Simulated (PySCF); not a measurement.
```xyz
14

N     1.7097    2.3466    1.3672
C     1.7892    1.3273    0.8496
Si    1.8900   -0.3392   -0.0099
O     0.5401   -1.1976    0.1866
C    -0.7999   -0.9826   -0.0502
C    -1.4964    0.2228    0.5013
C    -1.2793    0.0878   -0.9795
H     2.1785    0.0016   -1.4058
H     2.8488   -1.1815    0.6819
H    -1.3279   -1.9306   -0.0414
H    -0.8965    0.9455    1.0327
H    -2.4937    0.1013    0.8941
H    -0.5372    0.7243   -1.4358
H    -2.1263   -0.1262   -1.6128
```

Geometry: GFN2-xTB.

Level of theory: PBE0/pcSseg-1, SCF density, gas phase, non-relativistic in PySCF 2.14.0.

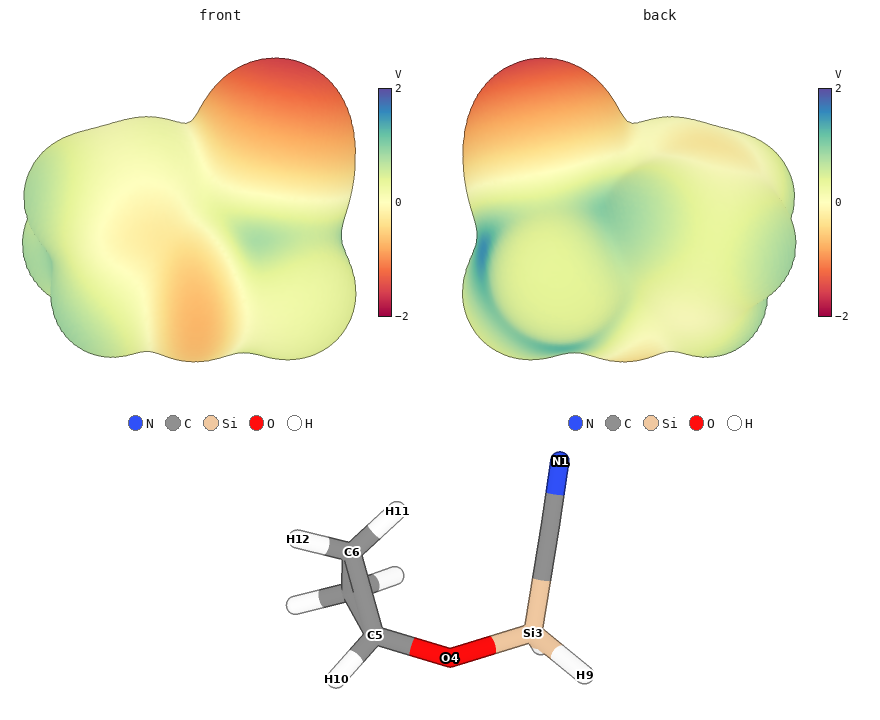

C4H7NOSi (SMILES N#C[SiH2]OC1CC1). The molecular electrostatic potential painted on the density surface at 0.001 e/bohr³, seen from the front and from behind; the colour scale runs from red (negative) to blue (positive). The bare structure is drawn below in the same view.

> Where is the surface potential most negative and most positive?

The most negative region (about −1.5 V) lies over N1, the most positive (about +1.4 V) over Si3. N1 is the likeliest acceptor of a hydrogen bond.

> What dipole moment does the calculation give?

Its dipole moment is 3.19 D.
